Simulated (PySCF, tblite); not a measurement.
# C8H7B: dynamics, then NMR shifts on frames, part 2 of 2

tblite 0.8.0 and PySCF 2.14.0. Atoms count from 0. Earlier steps stand in the parts before.

**5. NMR shieldings: 625 fs, PBE0/pcSseg-1**

The job: settings as JSON, then the geometry in Å.

```
{"job": {"kind": "nmr", "xc": "PBE0", "basis": "pcSseg-1", "pop": false}, "charge": 0, "multiplicity": 1}
C     -4.254700     0.351000     0.588000
C     -3.137900    -0.092500     0.612100
C     -1.728100    -0.284700     0.679500
C     -1.196500    -1.491900     0.258600
C      0.079600    -1.961900    -0.002000
C      1.238200    -1.254200     0.316900
B      1.458200     0.199100     0.918600
C      0.331900     1.014500     1.354600
C     -1.043500     0.797900     1.226900
H     -5.238300     0.656300     0.532000
H     -2.056900    -2.153500     0.035800
H      0.166100    -2.917800    -0.492400
H      2.164500    -1.852500     0.246300
H      2.560200     0.567500     0.927300
H      0.456200     1.851200     1.966900
H     -1.767500     1.475700     1.645900
```

Level: GIAO PBE0/pcSseg-1 NMR shielding, non-relativistic, gas phase.

Standard output:

```text
coarse grid: 14120 points
cycle   1  E = -333.2185474190  dE =  1.482e+00  |g| = 4.361e-01  |ddm| = 4.045e+00
cycle   2  E = -333.1790468889  dE =  3.950e-02  |g| = 5.660e-01  |ddm| = 1.224e+00
cycle   3  E = -333.2662951645  dE = -8.725e-02  |g| = 1.838e-01  |ddm| = 7.646e-01
cycle   4  E = -333.2755997979  dE = -9.305e-03  |g| = 5.030e-02  |ddm| = 2.108e-01
cycle   5  E = -333.2760173110  dE = -4.175e-04  |g| = 3.083e-02  |ddm| = 5.853e-02
cycle   6  E = -333.2762570216  dE = -2.397e-04  |g| = 4.166e-03  |ddm| = 2.634e-02
cycle   7  E = -333.2762608586  dE = -3.837e-06  |g| = 1.789e-03  |ddm| = 5.604e-03
final grid: 138480 points
cycle   8  E = -333.3297427336  dE = -3.724e-05  |g| = 7.483e-03  |ddm| = 5.219e-02
cycle   9  E = -333.3297361603  dE =  6.573e-06  |g| = 8.972e-03  |ddm| = 1.758e-02
cycle  10  E = -333.3297572528  dE = -2.109e-05  |g| = 1.994e-03  |ddm| = 1.023e-02
cycle  11  E = -333.3297583045  dE = -1.052e-06  |g| = 5.358e-04  |ddm| = 2.144e-03
cycle  12  E = -333.3297583713  dE = -6.673e-08  |g| = 1.913e-04  |ddm| = 6.292e-04
cycle  13  E = -333.3297583798  dE = -8.535e-09  |g| = 6.104e-05  |ddm| = 2.222e-04
cycle  14  E = -333.3297583807  dE = -9.006e-10  |g| = 1.983e-05  |ddm| = 7.151e-05
converged SCF energy = -333.3297583807

GIAO shielding tensors (ppm)
atom      isotropic    diamagn.    paramagn.     s11        s22        s33       span
  0 C       95.893     256.556    -160.663     38.992     43.891    204.797    165.805
  1 C       91.103     253.758    -162.656    -21.708      1.151    293.865    315.573
  2 C       49.630     258.564    -208.934    -64.356     63.137    150.109    214.465
  3 C       40.084     251.425    -211.341    -65.836     25.294    160.795    226.631
  4 C       36.493     254.847    -218.354    -86.139     31.726    163.891    250.030
  5 C        1.605     255.693    -254.088   -153.872    -22.747    181.435    335.306
  6 B       58.510     192.695    -134.185      8.928     34.048    132.554    123.626
  7 C       37.915     253.672    -215.757    -95.221     20.752    188.214    283.435
  8 C       16.458     251.257    -234.799   -105.018     12.524    141.867    246.885
  9 H       29.199      33.622      -4.423     24.855     25.740     37.003     12.148
 10 H       23.453      28.713      -5.260     18.091     22.521     29.747     11.656
 11 H       23.144      29.391      -6.247     19.627     22.517     27.289      7.661
 12 H       22.232      29.464      -7.232     17.858     21.430     27.410      9.552
 13 H       25.208      30.196      -4.988     23.245     24.156     28.223      4.978
 14 H       24.119      30.495      -6.376     20.522     21.936     29.897      9.375
 15 H       22.750      30.880      -8.131     18.118     19.889     30.242     12.123
```

It took 33 s on 1 thread of Intel Xeon at 2.80GHz, shared host; peak memory 0.88 GiB.

This run: δ C5 185.3, C8 170.5, C4 150.4, C7 149.0, H12 9.48, H15 8.97 ppm.

**6. Nuclear shieldings: 800 fs, PBE0/pcSseg-1**

The job: settings as JSON, then the geometry in Å.

```
{"job": {"kind": "nmr", "xc": "PBE0", "basis": "pcSseg-1", "pop": false}, "charge": 0, "multiplicity": 1}
C     -4.111100    -0.048700     0.863100
C     -2.926100    -0.018000     1.084200
C     -1.464200    -0.121000     1.039200
C     -1.044900    -1.188600     0.263800
C      0.197300    -1.818900     0.288300
C      1.350300    -1.298300     0.803900
B      1.602100    -0.010400     1.654300
C      0.520500     0.972800     1.982300
C     -0.795100     0.887900     1.754500
H     -5.124500     0.038700     0.718500
H     -1.756600    -1.679900    -0.362500
H      0.284700    -2.784000    -0.282200
H      2.224600    -1.950600     0.709400
H      2.675700     0.128400     2.059000
H      0.835100     1.887800     2.518100
H     -1.387500     1.668800     2.248600
```

Level: GIAO PBE0/pcSseg-1 NMR shielding, non-relativistic, gas phase.

Standard output:

```text
coarse grid: 14120 points
cycle   1  E = -333.2190323942  dE =  1.461e+00  |g| = 4.589e-01  |ddm| = 4.005e+00
cycle   2  E = -333.1723887785  dE =  4.664e-02  |g| = 6.103e-01  |ddm| = 1.276e+00
cycle   3  E = -333.2715117439  dE = -9.912e-02  |g| = 1.867e-01  |ddm| = 8.255e-01
cycle   4  E = -333.2809324059  dE = -9.421e-03  |g| = 5.295e-02  |ddm| = 2.197e-01
cycle   5  E = -333.2814131488  dE = -4.807e-04  |g| = 3.064e-02  |ddm| = 5.772e-02
cycle   6  E = -333.2816540780  dE = -2.409e-04  |g| = 4.311e-03  |ddm| = 2.827e-02
cycle   7  E = -333.2816585730  dE = -4.495e-06  |g| = 1.691e-03  |ddm| = 6.102e-03
final grid: 138480 points
cycle   8  E = -333.3348170910  dE = -3.193e-05  |g| = 7.397e-03  |ddm| = 4.567e-02
cycle   9  E = -333.3348100197  dE =  7.071e-06  |g| = 8.969e-03  |ddm| = 1.758e-02
cycle  10  E = -333.3348313408  dE = -2.132e-05  |g| = 2.106e-03  |ddm| = 1.053e-02
cycle  11  E = -333.3348325176  dE = -1.177e-06  |g| = 5.214e-04  |ddm| = 2.118e-03
cycle  12  E = -333.3348325788  dE = -6.120e-08  |g| = 1.800e-04  |ddm| = 6.253e-04
cycle  13  E = -333.3348325864  dE = -7.622e-09  |g| = 6.356e-05  |ddm| = 2.236e-04
cycle  14  E = -333.3348325874  dE = -1.045e-09  |g| = 1.838e-05  |ddm| = 7.392e-05
cycle  15  E = -333.3348325875  dE = -9.004e-11  |g| = 5.374e-06  |ddm| = 2.398e-05
converged SCF energy = -333.3348325875

GIAO shielding tensors (ppm)
atom      isotropic    diamagn.    paramagn.     s11        s22        s33       span
  0 C       99.276     256.125    -156.849     38.311     49.777    209.740    171.429
  1 C       88.489     256.624    -168.135    -24.908     -2.781    293.154    318.062
  2 C       53.176     253.844    -200.668    -44.057     47.711    155.874    199.931
  3 C       35.666     252.810    -217.144    -74.334     32.497    148.834    223.168
  4 C       31.924     256.815    -224.891    -87.693     29.062    154.403    242.096
  5 C       14.701     253.793    -239.092   -137.334      4.261    177.175    314.509
  6 B       55.040     191.860    -136.821      6.959     28.172    129.989    123.031
  7 C       26.865     256.063    -229.198   -115.641     19.518    176.718    292.359
  8 C       34.162     251.006    -216.844    -81.184     32.269    151.402    232.586
  9 H       29.595      33.293      -3.698     25.179     25.953     37.652     12.472
 10 H       23.555      31.719      -8.163     19.351     21.626     29.690     10.339
 11 H       22.905      29.496      -6.592     18.904     22.926     26.884      7.981
 12 H       22.666      29.256      -6.589     18.717     21.381     27.902      9.185
 13 H       25.335      30.120      -4.785     22.959     24.482     28.565      5.606
 14 H       23.062      28.563      -5.501     20.431     20.828     27.928      7.498
 15 H       22.965      28.598      -5.633     18.136     21.949     28.810     10.674
```

Run time: 33 s. Hardware: 1 thread of Intel Xeon at 2.80GHz, shared host; peak memory 0.88 GiB.

In short: δ C5 172.2, C7 160.1, C4 155.0, C8 152.8, H12 9.05, H11 8.81 ppm.

**7. NMR shieldings: 1000 fs, PBE0/pcSseg-1**

The job: settings as JSON, then the geometry in Å.

```
{"job": {"kind": "nmr", "xc": "PBE0", "basis": "pcSseg-1", "pop": false}, "charge": 0, "multiplicity": 1}
C     -4.017900     0.870200     1.159700
C     -2.854400     0.577800     1.199800
C     -1.469800     0.278400     1.171700
C     -1.079900    -0.717000     0.306800
C      0.206700    -1.285600     0.029700
C      1.376300    -0.926700     0.580200
B      1.697600     0.316200     1.371700
C      0.679800     1.216900     2.075300
C     -0.739300     1.138500     2.010200
H     -5.051500     1.075100     1.132700
H     -1.979200    -1.199300    -0.084600
H      0.216800    -2.119900    -0.731700
H      2.161200    -1.577900     0.286600
H      2.841700     0.474900     1.593200
H      1.213400     1.984100     2.724500
H     -1.329300     1.738900     2.696300
```

With the program's defaults for keys left out, this is: GIAO PBE0/pcSseg-1 NMR shielding, non-relativistic, gas phase.

Standard output:

```text
coarse grid: 14120 points
cycle   1  E = -333.2216311999  dE =  1.409e+00  |g| = 4.499e-01  |ddm| = 4.023e+00
cycle   2  E = -333.1762471636  dE =  4.538e-02  |g| = 5.931e-01  |ddm| = 1.274e+00
cycle   3  E = -333.2734228435  dE = -9.718e-02  |g| = 1.792e-01  |ddm| = 8.047e-01
cycle   4  E = -333.2822496125  dE = -8.827e-03  |g| = 5.301e-02  |ddm| = 2.126e-01
cycle   5  E = -333.2827282399  dE = -4.786e-04  |g| = 3.130e-02  |ddm| = 6.122e-02
cycle   6  E = -333.2829742826  dE = -2.460e-04  |g| = 3.452e-03  |ddm| = 2.759e-02
cycle   7  E = -333.2829769608  dE = -2.678e-06  |g| = 1.649e-03  |ddm| = 5.023e-03
final grid: 138480 points
cycle   8  E = -333.3360927282  dE = -3.151e-05  |g| = 7.198e-03  |ddm| = 5.452e-02
cycle   9  E = -333.3360844806  dE =  8.248e-06  |g| = 8.962e-03  |ddm| = 1.760e-02
cycle  10  E = -333.3361060265  dE = -2.155e-05  |g| = 2.180e-03  |ddm| = 1.073e-02
cycle  11  E = -333.3361073928  dE = -1.366e-06  |g| = 4.365e-04  |ddm| = 2.289e-03
cycle  12  E = -333.3361074332  dE = -4.035e-08  |g| = 1.922e-04  |ddm| = 5.320e-04
cycle  13  E = -333.3361074420  dE = -8.853e-09  |g| = 6.235e-05  |ddm| = 2.077e-04
cycle  14  E = -333.3361074430  dE = -9.678e-10  |g| = 1.907e-05  |ddm| = 7.093e-05
converged SCF energy = -333.3361074430

GIAO shielding tensors (ppm)
atom      isotropic    diamagn.    paramagn.     s11        s22        s33       span
  0 C       99.402     258.263    -158.861     45.303     46.677    206.225    160.922
  1 C       92.319     251.061    -158.742    -20.903      2.306    295.553    316.456
  2 C       52.548     255.586    -203.037    -55.714     56.370    156.990    212.703
  3 C       36.852     252.519    -215.667    -73.013     32.128    151.440    224.453
  4 C       31.883     255.172    -223.289    -85.097     26.626    154.120    239.217
  5 C       27.101     255.978    -228.876   -115.149     15.890    180.562    295.711
  6 B       56.548     190.771    -134.223      8.979     30.301    130.366    121.387
  7 C        9.134     256.234    -247.100   -139.080     -1.386    167.867    306.947
  8 C       21.247     249.020    -227.773    -96.430     12.456    147.716    244.145
  9 H       28.644      33.121      -4.477     24.403     25.165     36.364     11.961
 10 H       23.357      30.496      -7.138     18.559     21.694     29.819     11.260
 11 H       22.859      29.676      -6.817     18.657     23.169     26.751      8.094
 12 H       23.480      31.062      -7.582     19.806     21.805     28.829      9.023
 13 H       25.226      29.597      -4.370     23.353     23.915     28.411      5.058
 14 H       21.612      27.065      -5.453     18.529     19.927     26.381      7.852
 15 H       22.765      28.278      -5.512     18.963     20.483     28.850      9.887
```

It took 33 s on 1 thread of Intel Xeon at 2.80GHz, shared host; peak memory 0.88 GiB.

In short: δ C7 177.8, C8 165.7, C5 159.8, C4 155.0, H14 10.10, H15 8.95 ppm.

**8. Side by side: NMR shifts**

Shifts (ppm) of some atoms, chosen among heavy atoms and hydrogens apart, with basis size and wall time:

| frame | C7 | C5 | C8 | C3 | C0 | H14 | H12 | functions | time |
| --- | --- | --- | --- | --- | --- | --- | --- | --- | --- |
| 250 fs | 161.1 | 159.1 | 156.1 | 155.8 | 97.1 | 8.81 | 8.47 | 188 | 36 s |
| 425 fs | 174.3 | 165.4 | 151.6 | 159.8 | 89.2 | 9.42 | 9.21 | 188 | 32 s |
| 625 fs | 149.0 | 185.3 | 170.5 | 146.8 | 91.0 | 7.60 | 9.48 | 188 | 33 s |
| 800 fs | 160.1 | 172.2 | 152.8 | 151.3 | 87.6 | 8.65 | 9.05 | 188 | 33 s |
| 1000 fs | 177.8 | 159.8 | 165.7 | 150.1 | 87.5 | 10.10 | 8.24 | 188 | 33 s |

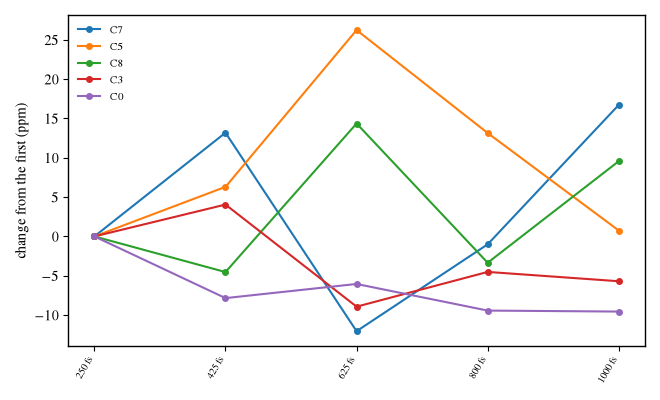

How five of the tabulated atoms move from run to run.

**9. Results**

The summary covers parts 1 to 2.

| quantity | value |
| --- | --- |
| thermostat | 300 K |
| mean temperature, second half | 255 K |
| mean potential energy above the minimum | 0.44 eV |
| 13C shifts against TMS (PBE0/pcSseg-1, 250 fs) | 161.1, 159.1, 156.1, 155.8, 154.7, 138.7, 97.8, 97.1 ppm |
| 1H shifts against TMS (PBE0/pcSseg-1, 250 fs) | 8.81, 8.47, 8.38, 8.27, 8.16, 6.68, 2.94 ppm |
| 11B shifts against BF3·OEt2 (PBE0/pcSseg-1, 250 fs) | 46.0 ppm |
| range of the shift of C7 | 149.0 to 177.8 ppm |

In the second half the potential energy averages 0.44 eV above the minimum; equipartition over 42 harmonic modes at 300 K would give 0.54 eV. With 16 atoms the temperature swings widely (95 to 353 K). Shifts at one fixed geometry are not the observed spectrum, which averages over the motion. In the first frame run (250 fs): The widest tensor belongs to C1: span 325 ppm, with a paramagnetic part of -167 ppm. Across the 5 runs the shift of C7 moves most, between 149.0 (625 fs) and 177.8 ppm (1000 fs).
